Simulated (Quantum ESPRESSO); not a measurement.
## CaMn2As2: energy against a fixed spin moment

Aim: the energy of CaMn2As2 as a function of the total spin moment of its primitive cell.

Main program and level: Quantum ESPRESSO 7.5; PBEsol; plane waves with GBRV 1.5 PBEsol potentials, no spin-orbit coupling.

## Step 1: The structure

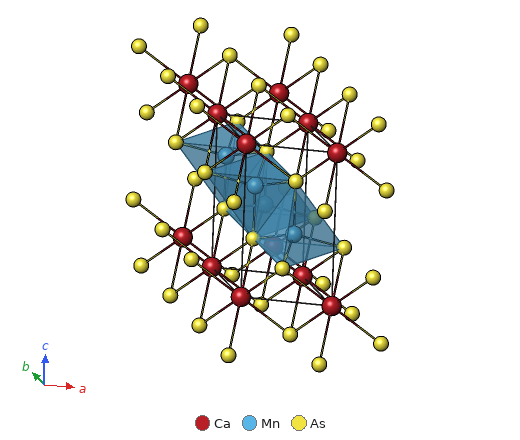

The cell as given, slightly off an axis (calcium red, manganese blue, arsenic yellow). 1×2×1 cells are drawn. Some periodic images of atoms are drawn too.

Coordinates:

```cif
data_structure
_symmetry_space_group_name_H-M 'P 1'
_symmetry_Int_Tables_number 1
_cell_length_a 4.0003
_cell_length_b 4.0003
_cell_length_c 6.9955
_cell_angle_alpha 90.000
_cell_angle_beta 90.000
_cell_angle_gamma 120.000
_cell_volume 96.95
loop_
_atom_site_label
_atom_site_type_symbol
_atom_site_fract_x
_atom_site_fract_y
_atom_site_fract_z
_atom_site_occupancy
Ca1 Ca 0.00000 0.00000 0.00000 1
Mn2 Mn 0.33333 0.66667 0.61587 1
Mn3 Mn 0.66667 0.33333 0.38413 1
As4 As 0.66667 0.33333 0.72910 1
As5 As 0.33333 0.66667 0.27090 1
```

The cell comes from Materials Project 2023-11-01, a database of computed structures, and need not be the stable phase.

## Step 2: No moment imposed

Contents of pw.in:

```
&CONTROL
  calculation = 'scf'
  prefix = 'pwscf'
  outdir = './tmp'
  pseudo_dir = './pseudo'
  disk_io = 'nowf'
/
&SYSTEM
  ibrav = 0
  celldm(1) = 8
  nat = 5
  ntyp = 3
  ecutwfc = 40
  ecutrho = 280
  nbnd = 38
  occupations = 'smearing'
  smearing = 'fd'
  degauss = 0.00734986
  nspin = 2
  starting_magnetization(1) = 0
  starting_magnetization(2) = 0.2333
  starting_magnetization(3) = 0
/
&ELECTRONS
  conv_thr = 1d-08
  electron_maxstep = 150
  mixing_beta = 0.3
/
ATOMIC_SPECIES
Ca     40.0780 ca_pbesol_v1.uspp.F.UPF
Mn     54.9380 mn_pbesol_v1.5.uspp.F.UPF
As     74.9216 as_pbesol_v1.uspp.F.UPF
CELL_PARAMETERS alat
   0.9449428353769    0.0000000000000    0.0000000000000
  -0.4724714177002    0.8183445005569    0.0000000000000
   0.0000000000000    0.0000000000000    1.6524556556542
ATOMIC_POSITIONS crystal
Ca      0.0000000000    0.0000000000    0.0000000000
Mn      0.3333333300    0.6666666700    0.6158690000
Mn      0.6666666700    0.3333333300    0.3841310000
As      0.6666666700    0.3333333300    0.7290990000
As      0.3333333300    0.6666666700    0.2709010000
K_POINTS automatic
8 8 4 0 0 0
```

Run with:

```
> OMP_NUM_THREADS=1 mpirun -n 2 pw.x -nk 2 -in pw.in > pw.out
```

The program printed:

```text
Program PWSCF v.7.5 starts

     Message from routine setup:
     using ibrav=0 with symmetry is DISCOURAGED, use correct ibrav instead

     K-points division:     npool     =       2
     Subspace diagonalization in iterative solution of the eigenvalue problem:

     G-vector sticks info
     --------------------
     sticks:   dense  smooth     PW     G-vecs:    dense   smooth      PW
     Sum        1099     637    187                51725    22385    3635

     Using Slab Decomposition

     bravais-lattice index     =            0
     lattice parameter (alat)  =       8.0000  a.u.
     unit-cell volume          =     654.2466 (a.u.)^3
     number of atoms/cell      =            5
     number of atomic types    =            3
     number of electrons       =        50.00
     number of Kohn-Sham states=           38
     kinetic-energy cutoff     =      40.0000  Ry
     charge density cutoff     =     280.0000  Ry
     scf convergence threshold =      1.0E-08
     mixing beta               =       0.3000
     number of iterations used =            8  plain     mixing
     Exchange-correlation= SLA  PW   PSX  PSC
                           (   1   4  10   8   0   0   0)

     celldm(1)=   8.000000  celldm(2)=   0.000000  celldm(3)=   0.000000
     celldm(4)=   0.000000  celldm(5)=   0.000000  celldm(6)=   0.000000

     crystal axes: (cart. coord. in units of alat)
               a(1) = (   0.944943   0.000000   0.000000 )
               a(2) = (  -0.472471   0.818345   0.000000 )
               a(3) = (   0.000000   0.000000   1.652456 )

     reciprocal axes: (cart. coord. in units 2 pi/alat)
               b(1) = (  1.058265  0.610990 -0.000000 )
               b(2) = (  0.000000  1.221979  0.000000 )
               b(3) = (  0.000000 -0.000000  0.605160 )

     PseudoPot. # 1 for Ca read from file:
     ca_pbesol_v1.uspp.F.UPF
     Pseudo is Ultrasoft + core correction, Zval = 10.0
     Generated by new atomic code, or converted to UPF format
     Using radial grid of  845 points,  6 beta functions with:
                l(1) =   0
                l(2) =   0
                l(3) =   1
                l(4) =   1
                l(5) =   2
                l(6) =   2
     Q(r) pseudized with  8 coefficients,  rinner =    1.500   1.500   1.500
                                                       1.500   1.500

     PseudoPot. # 2 for Mn read from file:
     mn_pbesol_v1.5.uspp.F.UPF
     Pseudo is Ultrasoft + core correction, Zval = 15.0
     Generated by new atomic code, or converted to UPF format
     Using radial grid of  859 points,  6 beta functions with:
                l(1) =   0
                l(2) =   0
                l(3) =   1
                l(4) =   1
                l(5) =   2
                l(6) =   2
     Q(r) pseudized with  8 coefficients,  rinner =    0.950   0.950   0.950
                                                       0.950   0.950

     PseudoPot. # 3 for As read from file:
     as_pbesol_v1.uspp.F.UPF
     Pseudo is Ultrasoft + core correction, Zval =  5.0
     Generated by new atomic code, or converted to UPF format
     Using radial grid of  875 points,  6 beta functions with:
                l(1) =   0
                l(2) =   0
                l(3) =   1
                l(4) =   1
                l(5) =   2
                l(6) =   2
     Q(r) pseudized with  8 coefficients,  rinner =    1.300   1.300   1.300
                                                       1.300   1.300

     atomic species   valence    mass     pseudopotential
     Ca               10.00    40.07800     Ca( 1.00)
     Mn               15.00    54.93800     Mn( 1.00)
     As                5.00    74.92160     As( 1.00)

     Starting magnetic structure
     atomic species   magnetization
     Ca              0.000
     Mn              0.233
     As              0.000

     12 Sym. Ops., with inversion, found

   Cartesian axes

     site n.     atom                  positions (alat units)
         1        Ca     tau(   1) = (   0.0000000   0.0000000   0.0000000  )
         2        Mn     tau(   2) = (  -0.0000000   0.5455630   1.0176962  )
         3        Mn     tau(   3) = (   0.4724714   0.2727815   0.6347594  )
         4        As     tau(   4) = (   0.4724714   0.2727815   1.2048038  )
         5        As     tau(   5) = (  -0.0000000   0.5455630   0.4476519  )

     number of k points=    35  Fermi-Dirac smearing, width (Ry)=  0.0073
                       cart. coord. in units 2pi/alat
        k(    1) = (   0.0000000   0.0000000   0.0000000), wk =   0.0039062
        k(    2) = (   0.0000000   0.0000000   0.1512900), wk =   0.0078125
        k(    3) = (   0.0000000   0.0000000  -0.3025800), wk =   0.0039062
        k(    4) = (   0.0000000   0.1527474   0.0000000), wk =   0.0234375
        k(    5) = (   0.0000000   0.1527474   0.1512900), wk =   0.0234375
        [... 30 further k-points ...]

     Dense  grid:    51725 G-vectors     FFT dimensions: (  45,  45,  72)

     Smooth grid:    22385 G-vectors     FFT dimensions: (  32,  32,  54)

     Check: negative core charge=   -0.000022
     Generating pointlists ...
     new r_m :   0.2911 (alat units)  2.3289 (a.u.) for type    1
     new r_m :   0.2351 (alat units)  1.8811 (a.u.) for type    2
     new r_m :   0.2351 (alat units)  1.8811 (a.u.) for type    3

     Initial potential from superposition of free atoms

     starting charge      48.9942, renormalised to      50.0000
     Starting wfcs are   44 randomized atomic wfcs

     Self-consistent Calculation

     iteration #  1     ecut=    40.00 Ry     beta= 0.30
     Davidson diagonalization with overlap
     ethr =  1.00E-02,  avg # of iterations =  2.9

     total energy              =    -576.83149902 Ry
     estimated scf accuracy    <       1.28097151 Ry

     total magnetization       =     5.47 Bohr mag/cell
     absolute magnetization    =     5.79 Bohr mag/cell

     iteration #  2     ecut=    40.00 Ry     beta= 0.30
     Davidson diagonalization with overlap
     ethr =  2.56E-03,  avg # of iterations =  2.3

     total energy              =    -576.93898958 Ry
     estimated scf accuracy    <       1.12625219 Ry

     total magnetization       =     5.00 Bohr mag/cell
     absolute magnetization    =     5.73 Bohr mag/cell

     iteration #  3     ecut=    40.00 Ry     beta= 0.30
     Davidson diagonalization with overlap
     ethr =  2.25E-03,  avg # of iterations =  1.1

     total energy              =    -577.10082042 Ry
     estimated scf accuracy    <       0.21611910 Ry

     total magnetization       =     5.77 Bohr mag/cell
     absolute magnetization    =     6.22 Bohr mag/cell

     [... further iterations left out ...]

     iteration # 11     ecut=    40.00 Ry     beta= 0.30
     Davidson diagonalization with overlap
     ethr =  2.78E-09,  avg # of iterations =  4.9

     total energy              =    -577.12928051 Ry
     estimated scf accuracy    <       0.00000126 Ry

     total magnetization       =     5.25 Bohr mag/cell
     absolute magnetization    =     5.84 Bohr mag/cell

     iteration # 12     ecut=    40.00 Ry     beta= 0.30
     Davidson diagonalization with overlap
     ethr =  2.52E-09,  avg # of iterations =  1.6

     total energy              =    -577.12928077 Ry
     estimated scf accuracy    <       0.00000006 Ry

     total magnetization       =     5.25 Bohr mag/cell
     absolute magnetization    =     5.84 Bohr mag/cell

     iteration # 13     ecut=    40.00 Ry     beta= 0.30
     Davidson diagonalization with overlap
     ethr =  1.30E-10,  avg # of iterations =  3.7

     total energy              =    -577.12928085 Ry
     estimated scf accuracy    <       0.00000006 Ry

     total magnetization       =     5.25 Bohr mag/cell
     absolute magnetization    =     5.84 Bohr mag/cell

     iteration # 14     ecut=    40.00 Ry     beta= 0.30
     Davidson diagonalization with overlap
     ethr =  1.13E-10,  avg # of iterations =  2.0

     Magnetic moment per site  (integrated on atomic sphere of radius R)
     atom   1 (R=0.291)  charge=  8.3978  magn= -0.0048
     atom   2 (R=0.235)  charge= 13.0967  magn=  2.5282
     atom   3 (R=0.235)  charge= 13.0967  magn=  2.5282
     atom   4 (R=0.235)  charge=  2.6749  magn= -0.0871
     atom   5 (R=0.235)  charge=  2.6749  magn= -0.0871

     End of self-consistent calculation

     [... lines left out ...]
     the Fermi energy is     9.7234 ev

!    total energy              =    -577.12928089 Ry
     estimated scf accuracy    <          1.2E-09 Ry
     smearing contrib. (-TS)   =      -0.00963960 Ry
     internal energy E=F+TS    =    -577.11964129 Ry

     The total energy is F=E-TS. E is the sum of the following terms:
     one-electron contribution =    -352.86588786 Ry
     hartree contribution      =     192.99313635 Ry
     xc contribution           =    -127.17240008 Ry
     ewald contribution        =    -290.07448969 Ry

     total magnetization       =     5.25 Bohr mag/cell
     absolute magnetization    =     5.84 Bohr mag/cell

     convergence has been achieved in  14 iterations

=------------------------------------------------------------------------------=
   JOB DONE.
=------------------------------------------------------------------------------=
```

Elapsed: 87 s, on 2 MPI ranks of Intel Xeon 6975P-C (Granite Rapids), shared host; peak memory 0.45 GiB.

Spin moment in the atom's sphere by atom:

```csv
atom,spin moment in the atom's sphere (μB)
Ca1,0.00
Mn2,2.53
Mn3,2.53
As4,-0.09
As5,-0.09
```

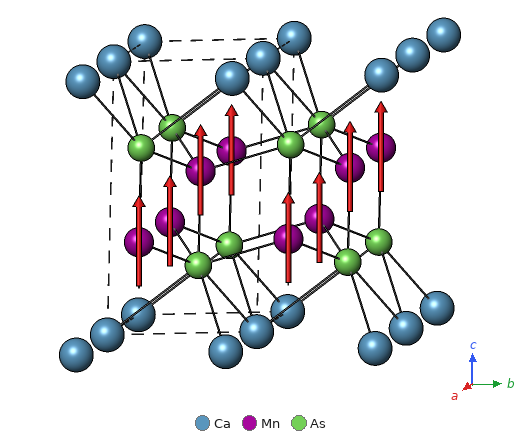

Spin moment in the atom's sphere as arrows, the longest 2.53 μB. Up and down stand for the sign. Arrows give size and sign along the axis of quantisation, drawn up and down the page. Bonds to atoms that aren't drawn are left out. 2×2×1 cells are drawn. Some periodic images of atoms are drawn too.

Numbers from this step:

* smearing term TS: 0.1312 eV
* magnetization: 5.25 μB
* absolute magnetization: 5.838 μB
* final state: ferromagnetic

## Step 3: Moment fixed at 0 μB

The two spin channels are filled to separate Fermi energies, so that the total moment meets the target. Half of the up one less the down one is the slope dE/dM.

Changes to pw.in since step 2:

```diff
@@ -20,4 +20,5 @@
   starting_magnetization(1) = 0
-  starting_magnetization(2) = 0.2333
+  starting_magnetization(2) = 0.0117
   starting_magnetization(3) = 0
+  tot_magnetization = 0
 /
```

The program printed:

```text
     [... lines left out ...]
Program PWSCF v.7.5 starts
     [... lines left out ...]
     number of atoms/cell      =            5
     [... lines left out ...]
     number of electrons       =        50.00 (up:  25.00, down:  25.00)
     number of Kohn-Sham states=           38
     kinetic-energy cutoff     =      40.0000  Ry
     charge density cutoff     =     280.0000  Ry
     scf convergence threshold =      1.0E-08
     [... lines left out ...]
     12 Sym. Ops., with inversion, found
     [... lines left out ...]
     number of k points=    35  Fermi-Dirac smearing, width (Ry)=  0.0073
     [... lines left out ...]
     iteration # 14     ecut=    40.00 Ry     beta= 0.30
     [... lines left out ...]
     Magnetic moment per site  (integrated on atomic sphere of radius R)
     atom   1 (R=0.291)  charge=  8.3907  magn= -0.0000
     atom   2 (R=0.235)  charge= 13.1055  magn=  0.0001
     atom   3 (R=0.235)  charge= 13.1055  magn=  0.0001
     atom   4 (R=0.235)  charge=  2.6541  magn= -0.0000
     atom   5 (R=0.235)  charge=  2.6541  magn= -0.0000
     [... lines left out ...]
     the spin up/dw Fermi energies are     9.5772    9.5773 ev
!    total energy              =    -577.06733244 Ry
     estimated scf accuracy    <          5.5E-09 Ry
     smearing contrib. (-TS)   =      -0.01966706 Ry
     [... lines left out ...]
     total magnetization       =    -0.00 Bohr mag/cell
     absolute magnetization    =     0.00 Bohr mag/cell
     convergence has been achieved in  14 iterations
```

Wall time 81 s (2 MPI ranks); peak memory 0.45 GiB; 2.7 min of CPU time.

Numbers from this step:

| Quantity | Value |
| --- | --- |
| magnetization | 0 μB |
| absolute magnetization | 0 μB |
| half the difference of the two Fermi energies | 0 meV |
| largest moment | 0 μB |

## Step 4: Moment fixed at 0.709 μB

Changes to pw.in since step 3:

```diff
@@ -20,5 +20,5 @@
   starting_magnetization(1) = 0
-  starting_magnetization(2) = 0.0117
+  starting_magnetization(2) = 0.0236
   starting_magnetization(3) = 0
-  tot_magnetization = 0
+  tot_magnetization = 0.709
 /
```

The program printed:

```text
     [... lines left out ...]
Program PWSCF v.7.5 starts
     [... lines left out ...]
     number of atoms/cell      =            5
     [... lines left out ...]
     number of electrons       =        50.00 (up:  25.35, down:  24.65)
     number of Kohn-Sham states=           38
     kinetic-energy cutoff     =      40.0000  Ry
     charge density cutoff     =     280.0000  Ry
     scf convergence threshold =      1.0E-08
     [... lines left out ...]
     12 Sym. Ops., with inversion, found
     [... lines left out ...]
     number of k points=    35  Fermi-Dirac smearing, width (Ry)=  0.0073
     [... lines left out ...]
     iteration # 15     ecut=    40.00 Ry     beta= 0.30
     [... lines left out ...]
     Magnetic moment per site  (integrated on atomic sphere of radius R)
     atom   1 (R=0.291)  charge=  8.3911  magn= -0.0186
     atom   2 (R=0.235)  charge= 13.1054  magn=  0.4072
     atom   3 (R=0.235)  charge= 13.1054  magn=  0.4072
     atom   4 (R=0.235)  charge=  2.6542  magn= -0.0265
     atom   5 (R=0.235)  charge=  2.6542  magn= -0.0265
     [... lines left out ...]
     the spin up/dw Fermi energies are     9.4903    9.6824 ev
!    total energy              =    -577.06986776 Ry
     estimated scf accuracy    <          1.7E-09 Ry
     smearing contrib. (-TS)   =      -0.01907140 Ry
     [... lines left out ...]
     total magnetization       =     0.71 Bohr mag/cell
     absolute magnetization    =     1.02 Bohr mag/cell
     convergence has been achieved in  15 iterations
```

It took 81 s on 2 MPI ranks; peak memory 0.46 GiB; 2.7 min of CPU time.

Spin moment in the atom's sphere by atom:

```csv
atom,spin moment in the atom's sphere (μB)
Ca1,-0.019
Mn2,0.407
Mn3,0.407
As4,-0.026
As5,-0.026
```

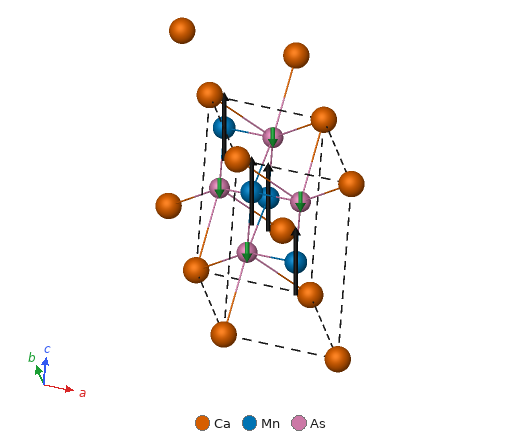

Spin moment in the atom's sphere as arrows, the longest 0.407 μB. Up and down stand for the sign. Arrows give size and sign along the axis of quantisation, drawn up and down the page. Each arrow also spans its atom, so small moments look longer than they are. The two directions have two colours. Bonds to atoms that aren't drawn are left out. 1×2×1 cells are drawn. Some periodic images of atoms are drawn too.

This step gave:

| Property | Result |
| --- | --- |
| magnetization | 0.709 μB |
| absolute magnetization | 1.017 μB |
| half the difference of the two Fermi energies | -96 meV |

## Step 5: Moment fixed at 1.418 μB

Changes to pw.in since step 4:

```diff
@@ -14,3 +14,3 @@
   ecutrho = 280
-  nbnd = 38
+  nbnd = 39
   occupations = 'smearing'
@@ -20,5 +20,5 @@
   starting_magnetization(1) = 0
-  starting_magnetization(2) = 0.0236
+  starting_magnetization(2) = 0.0473
   starting_magnetization(3) = 0
-  tot_magnetization = 0.709
+  tot_magnetization = 1.418
 /
```

The program printed:

```text
     [... lines left out ...]
Program PWSCF v.7.5 starts
     [... lines left out ...]
     number of atoms/cell      =            5
     [... lines left out ...]
     number of electrons       =        50.00 (up:  25.71, down:  24.29)
     number of Kohn-Sham states=           39
     kinetic-energy cutoff     =      40.0000  Ry
     charge density cutoff     =     280.0000  Ry
     scf convergence threshold =      1.0E-08
     [... lines left out ...]
     12 Sym. Ops., with inversion, found
     [... lines left out ...]
     number of k points=    35  Fermi-Dirac smearing, width (Ry)=  0.0073
     [... lines left out ...]
     iteration # 14     ecut=    40.00 Ry     beta= 0.30
     [... lines left out ...]
     Magnetic moment per site  (integrated on atomic sphere of radius R)
     atom   1 (R=0.291)  charge=  8.3922  magn= -0.0343
     atom   2 (R=0.235)  charge= 13.1051  magn=  0.8059
     atom   3 (R=0.235)  charge= 13.1051  magn=  0.8059
     atom   4 (R=0.235)  charge=  2.6547  magn= -0.0514
     atom   5 (R=0.235)  charge=  2.6547  magn= -0.0514
     [... lines left out ...]
     the spin up/dw Fermi energies are     9.4317    9.7907 ev
!    total energy              =    -577.07711941 Ry
     estimated scf accuracy    <          9.1E-09 Ry
     smearing contrib. (-TS)   =      -0.01755539 Ry
     [... lines left out ...]
     total magnetization       =     1.42 Bohr mag/cell
     absolute magnetization    =     2.00 Bohr mag/cell
     convergence has been achieved in  14 iterations
```

Elapsed: 77 s, on 2 MPI ranks; peak memory 0.45 GiB; 2.6 min of CPU time.

This step gave:

| Property | Result |
| --- | --- |
| magnetization | 1.418 μB |
| absolute magnetization | 2 μB |
| half the difference of the two Fermi energies | -179.5 meV |
| largest moment | 0.8059 μB |

## Step 6: The curve

The runs not shown differ in the target, the start and the number of states alone. The point at 5.25 μB is the free run, entered with slope zero.

Table of energy over the lowest by total spin moment:

```csv
total spin moment (μB a cell),energy over the lowest (meV a cell)
0.00,843
0.71,808
1.42,710
2.13,559
2.83,379
3.54,204
4.25,73.0
4.96,6.38
5.25,0
5.67,13.1
6.38,89.3
7.09,233
```

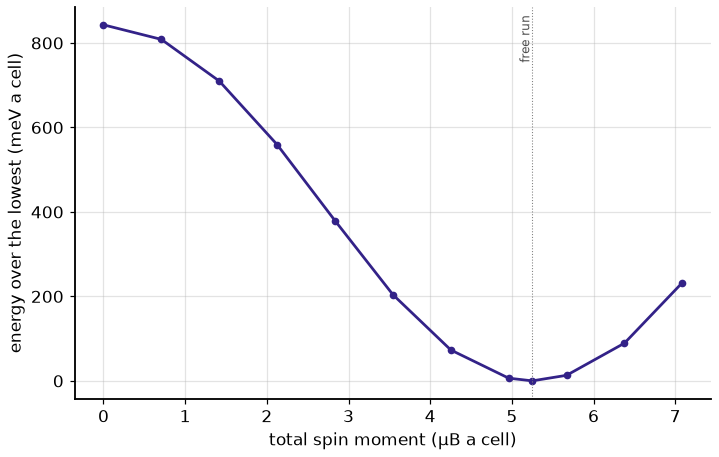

Energy over the lowest against total spin moment.

Table of dE/dM by total spin moment:

```csv
total spin moment (μB a cell),dE/dM (meV/μB)
0.00,-0.0368
0.71,-96.0
1.42,-180
2.13,-240
2.83,-260
3.54,-224
4.25,-142
4.96,-43.9
5.25,0
5.67,61.3
6.38,153
7.09,250
```

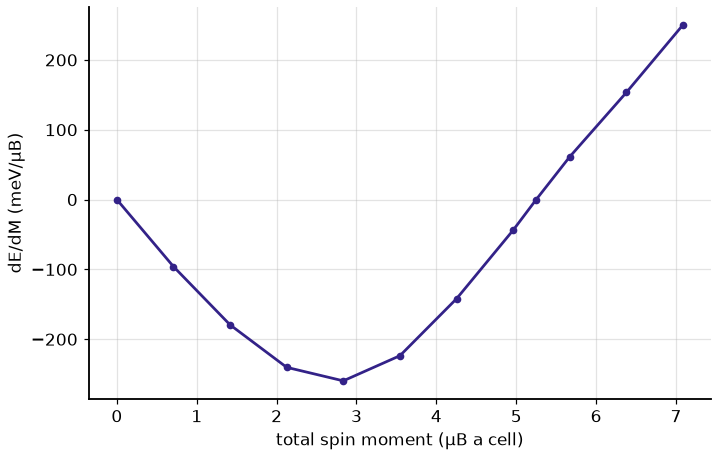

dE/dM, plotted against total spin moment.

The largest site moment by total spin moment:

```csv
total spin moment (μB a cell),largest site moment (μB)
0.00,8.7e-5
0.71,0.407
1.42,0.806
2.13,1.19
2.83,1.55
3.54,1.87
4.25,2.16
4.96,2.43
5.25,2.53
5.67,2.67
6.38,2.90
7.09,3.12
```

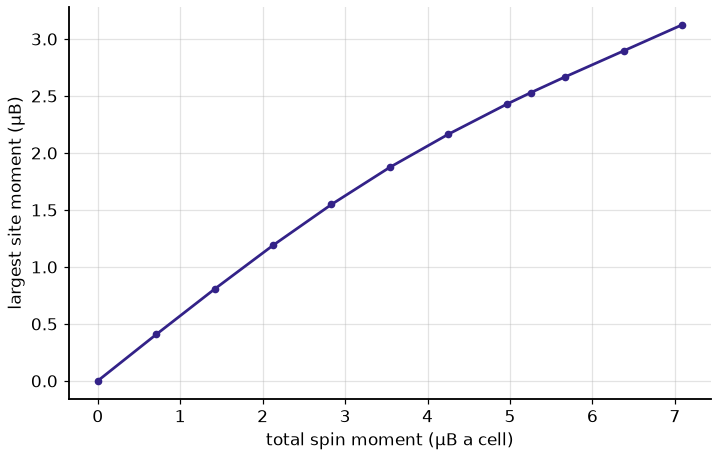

Largest site moment, plotted against total spin moment.

## Step 7: Summary of results

```yaml
moment_of_the_free_run: 5.25 μB a cell
energy_at_zero_total_moment: 843 meV a cell over the lowest
delta_e_delta_m2_from_the_lowest_point_to_5p67_and_to_4p96_mu_b: 74 and 76 meV/μB²
```

What this shows: At zero total moment the site moments vanish, so the 843 meV a cell is the energy of forming them. The points show one minimum alone. All runs start parallel; opposed orders may lie lower. Energies are free energies at an electronic temperature of 1160 K, which lowers moments and differences where the moments are itinerant.

[Logs and program files are shortened in this print: banners, set-up blocks, solver, clock and traceback lines can be left out without a mark of their own.]

[Logs are printed without paths, hosts, clocks, repeated set-up lines and the standing remarks that a program may print on its own settings, such as how far it seeks lower states.]

[Hosts, paths, dates, database ids (printed as entryN), source tags and the programs' standing remarks are cut or masked in the printed files.]

[Where a cell is said to come from a database of computed structures, the database is the Materials Project.]
